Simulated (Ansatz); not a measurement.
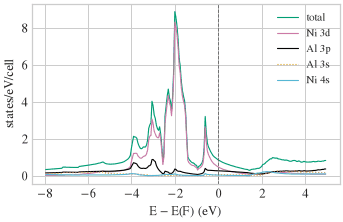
*Total and projected density of states of AlNi (CsCl type, space group No. 221), DFT-PBE in the program Ansatz with PAW potentials*

**Question.** Which orbitals carry the states next to the Fermi level?

**Answer.** Within 0.5 eV of the Fermi level: Ni 3d 60 %, Al 3p 28 %. Projections are on Löwdin-orthogonalised atomic valence shells; empty p or d shells of many metals are not among them.

**Question.** Where is the tallest occupied peak in this window, and what makes it?

**Answer.** Near -2.0 eV, about 8.9 states/eV per cell; the largest projected share is Ni 3d.

Space group Pm-3m (CsCl type). Symmetry was held in the PBE relaxation; phonons on a q-mesh show no instability. No spin polarisation was allowed.

Potentials: the later of the program's two PAW sets.
